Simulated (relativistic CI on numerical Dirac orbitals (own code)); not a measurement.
# Zr³²⁺: one ion under different settings

How much do the settings matter for Zr³²⁺? One ion, several inputs.

The numbers are computed with relativistic CI on numerical Dirac orbitals (own code) version 3 (Dirac-Coulomb-Breit CI, KLI orbitals optimised for each configuration, model QED (radiative potential, 1s self-energy scaled to tabulated hydrogen-like ionisation energies), numerical settings as typed), except any that are marked as measured or tabulated.

## Step 1: Starting point

| Quantity | Value |
| --- | --- |
| ion | Zr³²⁺ (Zr XXXIII) |
| nuclear charge | 40 |
| electrons | 8 |
| isotope | A = 90 |

## Step 2: A try

Settings of the run:

```ini
atom Zr  Z=40  charge=32  electrons=8
nucleus A=90  rms_radius_fm=4.2694
hamiltonian dirac-coulomb  breit=on  qed=on  c_scale=1
orbitals kli  potential=per-configuration
slater_scale 1
correlation none
mixing on
grid step=0.0125 r_max=0.11
scf mixing=0.4 start=green max_iterations=73 tolerance=2e-08 node_fill=0.05
configurations
  [He] 2s2 2p4
  [He] 2s 2p5
  [He] 2p6
  [He] 2p5 3s
  [He] 2p5 3p
end
```

Run with:

```bash
$ python run_levels.py task.json out
```

One command runs all members of the session, one after another, from task.json.

The program writes no log. Results of the run, from its result record (rounded, main fields):

```text
status: not_converged
warnings: ["orbital 1s not found"]
scf_steps of the first configuration [iteration, E_Ha, residual, outer_eigenvalue_Ha]:
  - [1, -1997.991798, 10.9, -135.6]
  - [2, -2021.737152, 9.79, -111.7]
  - [3, -2064.873412, 0.0354, -76.96]
  - [4, -2064.837647, 0.00454, -76.93]
  - [5, -2064.817114, 7.44e-05, -76.94]
  - [6, -2064.815926, 1.11e-06, -76.94]
  - [7, -2064.81594, 8.46e-08, -76.94]
  - [8, -2064.815937, 8.02e-11, -76.94]
```

Wall time 0.018 s (1 thread, shared host).

What went wrong: the run ended without a result. An orbital is not bound on this grid with the right number of nodes. The input had end of the grid 0.11. The cure is to let the grid reach far enough, with the usual settings.

## Step 3: An attempt

Settings: those of step 2 with these lines changed.

```diff
@@ -7,4 +7,4 @@
 mixing on
-grid step=0.0125 r_max=0.11
-scf mixing=0.4 start=green max_iterations=73 tolerance=2e-08 node_fill=0.05
+grid step=0.0125 r_max=3.7
+scf mixing=0.4 start=green max_iterations=2 tolerance=2e-08 node_fill=0.05
 configurations
```

From the record:

```text
status: not_converged
warnings: ["SCF of 1s2 2s2 2p4 did not converge"]
scf_steps of the first configuration [iteration, E_Ha, residual, outer_eigenvalue_Ha]:
  - [1, -2624.350919, 2.62, -186.6]
  - [2, -2629.397225, 1.54, -171.7]
```

It took 0.0045 s on 1 thread, shared host.

What went wrong: the run ended without a result. The SCF ran into its iteration limit before the residual met the tolerance. The input had iteration limit 2. The cure is to restore the usual settings of the SCF.

## Step 4: With the usual settings

Settings: those of step 3 with these lines changed.

```diff
@@ -8,3 +8,3 @@
 grid step=0.0125 r_max=3.7
-scf mixing=0.4 start=green max_iterations=2 tolerance=2e-08 node_fill=0.05
+scf mixing=0.4 start=green max_iterations=150 tolerance=2e-08 node_fill=0.05
 configurations
```

From the record:

```text
status: converged
levels [i, E_cm, J2, conf, term, w_term, w_jj]:
  - [0, 0, 4, "2s2 2p4", "3P", 0.758, 0.9898]
  - [1, 189526.79, 0, "2s2 2p4", "1S", 0.5353, 0.9776]
  - [2, 689724.63, 2, "2s2 2p4", "3P", 1, 1]
  - [3, 800697.79, 4, "2s2 2p4", "1D", 0.758, 0.9898]
  - [4, 1564729.3, 0, "2s2 2p4", "3P", 0.5401, 0.9758]
  - [5, 2124409.4, 4, "2s 2p5", "3P*", 1, 1]
  - [6, 2376092.3, 2, "2s 2p5", "3P*", 0.6789, 0.8805]
  - [7, 2857831.5, 0, "2s 2p5", "3P*", 1, 1]
  - [8, 3107652.2, 2, "2s 2p5", "1P*", 0.6789, 0.8805]
  - [9, 4759009.9, 0, "2p6", "1S", 0.9861, 0.9861]
  - [10, 22875995, 4, "2p5 3s", "3P*", 1, 1]
  - [11, 22908271, 2, "2p5 3s", "1P*", 0.6364, 0.999]
  - [12, 23260307, 2, "2p5 3p", "3S", 0.4527, 0.964]
  - [13, 23279395, 4, "2p5 3p", "3D", 0.5227, 0.9994]
  - "... 10 more rows left out ..."
total_energy [Ha]: -2631.6363708
n_levels_all: 24
overlap: 2.64789e-12
scf_iterations: [8, 9, 9, 8, 8]
orbital_energies [Ha]: {"1s": -734.028, "2s": -160.903, "2p1/2": -155.07, "2p3/2": -151.598}
configurations [conf, odd, states, E_av_Ha, breit_Ha, qed_Ha]:
  - ["2s2 2p4", 0, 15, -2632.087216, 1.498, 1.346]
  - ["2s 2p5", 1, 12, -2623.07226, 1.528, 1.273]
  - ["2p6", 0, 1, -2612.958772, 1.57, 1.201]
  - ["2p5 3s", 1, 12, -2528.900598, 1.457, 1.218]
  - ["2p5 3p", 0, 36, -2526.478268, 1.463, 1.199]
scf_steps of the first configuration [iteration, E_Ha, residual, outer_eigenvalue_Ha]:
  - [1, -2624.350919, 2.62, -186.6]
  - [2, -2629.397225, 1.54, -171.7]
  - [3, -2632.084413, 0.0374, -151.5]
  - [4, -2632.087144, 0.00885, -151.7]
  - [5, -2632.087216, 6.96e-05, -151.6]
  - [6, -2632.087216, 2.19e-05, -151.6]
  - [7, -2632.087216, 3.47e-07, -151.6]
  - [8, -2632.087216, 7.97e-09, -151.6]
```

Wall time 0.13 s (1 thread, shared host).

## Step 5: QED terms off

Settings: those of step 4 with these lines changed.

```diff
@@ -2,3 +2,3 @@
 nucleus A=90  rms_radius_fm=4.2694
-hamiltonian dirac-coulomb  breit=on  qed=on  c_scale=1
+hamiltonian dirac-coulomb  breit=on  qed=off  c_scale=1
 orbitals kli  potential=per-configuration
```

From the record:

```text
status: converged
levels [i, E_cm, J2, conf, term, w_term]:
  - [0, 0, 4, "2s2 2p4", "3P", 0.7582]
  - [1, 189648.1, 0, "2s2 2p4", "1S", 0.5349]
  - [2, 688236.1, 2, "2s2 2p4", "3P", 1]
  - [3, 799224.63, 4, "2s2 2p4", "1D", 0.7582]
  - [4, 1562076.1, 0, "2s2 2p4", "3P", 0.5396]
  - [5, 2139801.1, 4, "2s 2p5", "3P*", 1]
  - [6, 2391334.1, 2, "2s 2p5", "3P*", 0.6796]
  - [7, 2871723.1, 0, "2s 2p5", "3P*", 1]
  - "... 16 more rows left out ..."
total_energy [Ha]: -2632.9777963
n_levels_all: 24
overlap: 2.64789e-12
scf_iterations: [8, 9, 9, 8, 8]
orbital_energies [Ha]: {"1s": -734.028, "2s": -160.903, "2p1/2": -155.07, "2p3/2": -151.598}
configurations [conf, odd, states, E_av_Ha, breit_Ha, qed_Ha]:
  - ["2s2 2p4", 0, 15, -2632.087216, 1.498, 0]
  - ["2s 2p5", 1, 12, -2623.07226, 1.528, 0]
  - ["2p6", 0, 1, -2612.958772, 1.57, 0]
  - ["2p5 3s", 1, 12, -2528.900598, 1.457, 0]
  - ["2p5 3p", 0, 36, -2526.478268, 1.463, 0]
scf_steps of the first configuration [iteration, E_Ha, residual, outer_eigenvalue_Ha]:
  - [1, -2624.350919, 2.62, -186.6]
  - [2, -2629.397225, 1.54, -171.7]
  - [3, -2632.084413, 0.0374, -151.5]
  - [4, -2632.087144, 0.00885, -151.7]
  - [5, -2632.087216, 6.96e-05, -151.6]
  - [6, -2632.087216, 2.19e-05, -151.6]
  - [7, -2632.087216, 3.47e-07, -151.6]
  - [8, -2632.087216, 7.97e-09, -151.6]
```

Wall time 0.092 s (1 thread, shared host).

## Step 6: Potential mixing 0.9

Settings of the run:

```ini
atom Zr  Z=40  charge=32  electrons=8
nucleus A=90  rms_radius_fm=4.2694
hamiltonian dirac-coulomb  breit=on  qed=on  c_scale=1
orbitals kli  potential=per-configuration
slater_scale 1
correlation none
mixing on
grid step=0.0125 r_max=3.7
scf mixing=0.9 start=green max_iterations=150 tolerance=2e-08 node_fill=0.05
configurations
  [He] 2s2 2p4
  [He] 2s 2p5
  [He] 2p6
  [He] 2p5 3s
  [He] 2p5 3p
end
```

From the record:

```text
status: converged
levels [i, E_cm, J2, conf, term, w_term]:
  - [0, 0, 4, "2s2 2p4", "3P", 0.758]
  - [1, 189526.79, 0, "2s2 2p4", "1S", 0.5353]
  - [2, 689724.63, 2, "2s2 2p4", "3P", 1]
  - [3, 800697.79, 4, "2s2 2p4", "1D", 0.758]
  - [4, 1564729.3, 0, "2s2 2p4", "3P", 0.5401]
  - [5, 2124409.4, 4, "2s 2p5", "3P*", 1]
  - [6, 2376092.3, 2, "2s 2p5", "3P*", 0.6789]
  - [7, 2857831.5, 0, "2s 2p5", "3P*", 1]
  - "... 16 more rows left out ..."
total_energy [Ha]: -2631.6363708
n_levels_all: 24
overlap: 2.64741e-12
scf_iterations: [6, 6, 6, 7, 7]
orbital_energies [Ha]: {"1s": -734.028, "2s": -160.903, "2p1/2": -155.07, "2p3/2": -151.598}
configurations [conf, odd, states, E_av_Ha, breit_Ha, qed_Ha]:
  - ["2s2 2p4", 0, 15, -2632.087216, 1.498, 1.346]
  - ["2s 2p5", 1, 12, -2623.07226, 1.528, 1.273]
  - ["2p6", 0, 1, -2612.958772, 1.57, 1.201]
  - ["2p5 3s", 1, 12, -2528.900598, 1.457, 1.218]
  - ["2p5 3p", 0, 36, -2526.478268, 1.463, 1.199]
scf_steps of the first configuration [iteration, E_Ha, residual, outer_eigenvalue_Ha]:
  - [1, -2624.350919, 2.62, -186.6]
  - [2, -2632.071215, 0.169, -153.8]
  - [3, -2632.087216, 0.00212, -151.6]
  - [4, -2632.087216, 6.92e-05, -151.6]
  - [5, -2632.087216, 2.23e-06, -151.6]
  - [6, -2632.087216, 1.18e-08, -151.6]
```

It took 0.12 s on 1 thread, shared host.

## Step 7: Iteration limit 30, Breit term off, node fill 0.5

Settings of the run:

```ini
atom Zr  Z=40  charge=32  electrons=8
nucleus A=90  rms_radius_fm=4.2694
hamiltonian dirac-coulomb  breit=off  qed=on  c_scale=1
orbitals kli  potential=per-configuration
slater_scale 1
correlation none
mixing on
grid step=0.0125 r_max=3.7
scf mixing=0.4 start=green max_iterations=30 tolerance=2e-08 node_fill=0.5
configurations
  [He] 2s2 2p4
  [He] 2s 2p5
  [He] 2p6
  [He] 2p5 3s
  [He] 2p5 3p
end
```

From the record:

```text
status: converged
levels [i, E_cm, J2, conf, term, w_term]:
  - [0, 0, 4, "2s2 2p4", "3P", 0.7546]
  - [1, 180734.58, 0, "2s2 2p4", "1S", 0.5404]
  - [2, 698316.96, 2, "2s2 2p4", "3P", 1]
  - [3, 817399.93, 4, "2s2 2p4", "1D", 0.7546]
  - [4, 1584933.5, 0, "2s2 2p4", "3P", 0.545]
  - [5, 2122170.2, 4, "2s 2p5", "3P*", 1]
  - [6, 2373519.3, 2, "2s 2p5", "3P*", 0.6718]
  - [7, 2865156.6, 0, "2s 2p5", "3P*", 1]
  - "... 16 more rows left out ..."
total_energy [Ha]: -2633.1696796
n_levels_all: 24
overlap: 2.73328e-12
scf_iterations: [9, 8, 9, 8, 8]
orbital_energies [Ha]: {"1s": -732.784, "2s": -160.716, "2p1/2": -154.786, "2p3/2": -151.334}
configurations [conf, odd, states, E_av_Ha, breit_Ha, qed_Ha]:
  - ["2s2 2p4", 0, 15, -2632.085138, 0, 1.345]
  - ["2s 2p5", 1, 12, -2623.070825, 0, 1.273]
  - ["2p6", 0, 1, -2612.957871, 0, 1.201]
  - ["2p5 3s", 1, 12, -2528.897501, 0, 1.218]
  - ["2p5 3p", 0, 36, -2526.47674, 0, 1.199]
scf_steps of the first configuration [iteration, E_Ha, residual, outer_eigenvalue_Ha]:
  - [1, -2624.350919, 2.64, -186.6]
  - [2, -2629.458022, 1.56, -171.6]
  - [3, -2632.077057, 0.0379, -151.2]
  - [4, -2632.085638, 0.00809, -151.4]
  - [5, -2632.085162, 0.000242, -151.3]
  - [6, -2632.08514, 2.36e-05, -151.3]
  - [7, -2632.085138, 1.04e-06, -151.3]
  - [8, -2632.085138, 3.18e-08, -151.3]
  - [9, -2632.085138, 1.9e-09, -151.3]
```

It took 0.15 s on 1 thread, shared host.

## Step 8: Slater scale 1.2, node fill 0.01

Settings of the run:

```ini
atom Zr  Z=40  charge=32  electrons=8
nucleus A=90  rms_radius_fm=4.2694
hamiltonian dirac-coulomb  breit=on  qed=on  c_scale=1
orbitals kli  potential=per-configuration
slater_scale 1.2
correlation none
mixing on
grid step=0.0125 r_max=3.7
scf mixing=0.4 start=green max_iterations=150 tolerance=2e-08 node_fill=0.01
configurations
  [He] 2s2 2p4
  [He] 2s 2p5
  [He] 2p6
  [He] 2p5 3s
  [He] 2p5 3p
end
```

From the record:

```text
status: converged
levels [i, E_cm, J2, conf, term, w_term]:
  - [0, 0, 4, "2s2 2p4", "3P", 0.7729]
  - [1, 215867.2, 0, "2s2 2p4", "1S", 0.511]
  - [2, 681781.11, 2, "2s2 2p4", "3P", 1]
  - [3, 818401.65, 4, "2s2 2p4", "1D", 0.7729]
  - [4, 1583064, 0, "2s2 2p4", "3P", 0.5175]
  - [5, 2108119.6, 4, "2s 2p5", "3P*", 1]
  - [6, 2389431.2, 2, "2s 2p5", "3P*", 0.7345]
  - [7, 2841371.9, 0, "2s 2p5", "3P*", 1]
  - "... 16 more rows left out ..."
total_energy [Ha]: -2631.6761064
n_levels_all: 24
overlap: 2.64075e-12
scf_iterations: [8, 9, 9, 8, 8]
orbital_energies [Ha]: {"1s": -734.177, "2s": -160.92, "2p1/2": -155.099, "2p3/2": -151.624}
configurations [conf, odd, states, E_av_Ha, breit_Ha, qed_Ha]:
  - ["2s2 2p4", 0, 15, -2632.087135, 1.499, 1.346]
  - ["2s 2p5", 1, 12, -2623.072214, 1.528, 1.273]
  - ["2p6", 0, 1, -2612.95877, 1.57, 1.201]
  - ["2p5 3s", 1, 12, -2528.900734, 1.458, 1.218]
  - ["2p5 3p", 0, 36, -2526.478229, 1.464, 1.199]
scf_steps of the first configuration [iteration, E_Ha, residual, outer_eigenvalue_Ha]:
  - [1, -2624.350919, 2.62, -186.6]
  - [2, -2629.390166, 1.54, -171.7]
  - [3, -2632.084952, 0.0373, -151.5]
  - [4, -2632.086965, 0.00895, -151.7]
  - [5, -2632.087135, 5.83e-05, -151.6]
  - [6, -2632.087135, 1.88e-05, -151.6]
  - [7, -2632.087135, 2.99e-07, -151.6]
  - [8, -2632.087135, 5.79e-09, -151.6]
```

It took 0.13 s on 1 thread, shared host.

## Step 9: Comparison

| setting | total energy less usual (Ha) | largest shift of a level among the lowest eight of both runs, same label and place (cm⁻¹) | SCF iterations | time | lowest level | kind of change |
| --- | --- | --- | --- | --- | --- | --- |
| usual | 0 | 0 | 42 | 0.13 s | 2p4 [2p3/2^2] J=2 | - |
| QED terms off | -1.34 | 15400 | 42 | 0.092 s | 2p4 [2p3/2^2] J=2 | model term |
| potential mixing 0.9 | 0 | 0 | 32 | 0.12 s | 2p4 [2p3/2^2] J=2 | numerical |
| iteration limit 30, Breit term off, node fill 0.5 | -1.53 | 20200 | 42 | 0.15 s | 2p4 [2p3/2^2] J=2 | model term |
| Slater scale 1.2, node fill 0.01 | -0.0397 | 26300 | 42 | 0.13 s | 2p4 [2p3/2^2] J=2 | model term |

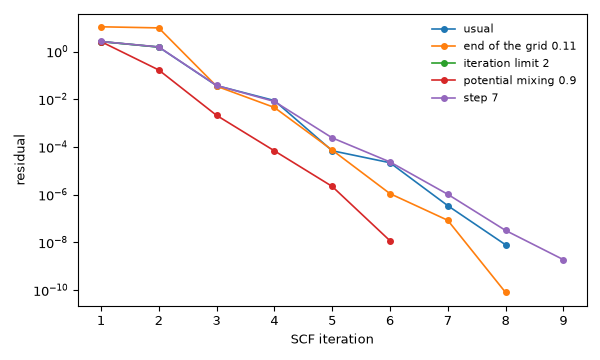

Residual of the first configuration's SCF.

## Step 10: Outcome

| quantity | value |
| --- | --- |
| lowest level, usual settings | 2p4 [2p3/2^2] J=2 |
| total energy | -2631.6364 Ha |
| first excitation | 189527 cm⁻¹ |
| runs without a result | 2 |

In words: Among the runs whose levels can be followed, they move most under «Slater scale 1.2, node fill 0.01» (model term), by up to 26300 cm⁻¹. No visible change in the result comes from «potential mixing 0.9». Only the listed configurations are in the model.
